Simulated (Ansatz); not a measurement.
**ZnAu: pressure series**

The parent structure is ZnAu in the CsCl type structure (space group Pm-3m, No. 221).

```yaml
crystal:
  lattice:
    - [3.12862, 0.00000, 0.00000]
    - [0.00000, 3.12862, 0.00000]
    - [0.00000, 0.00000, 3.12862]
  atoms:
    - { symbol: Zn, position: [0.50000, 0.50000, 0.50000] }
    - { symbol: Au, position: [0.00000, 0.00000, 0.00000] }
```

Cell and atoms are relaxed at each pressure.

All numbers come from PBEsol (Ansatz, an electronic-structure program, PAW, no SOC).

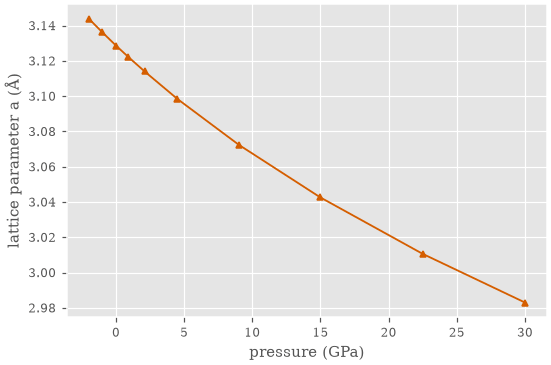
Fig. 1. Lattice parameter a against pressure

| pressure (GPa) | lattice parameter a |
|---|---|
| -2 | 3.144 Å |
| -1 | 3.136 Å |
| 0.9 | 3.122 Å |
| 2.1 | 3.114 Å |
| 4.5 | 3.098 Å |
| 9 | 3.072 Å |
| 15 | 3.043 Å |
| 22.5 | 3.011 Å |
| 30 | 2.983 Å |

Load acts through the strain it causes; cell and atoms are relaxed under it. Whether these cells are dynamically stable was not tested. Competing high-pressure phases were not computed.
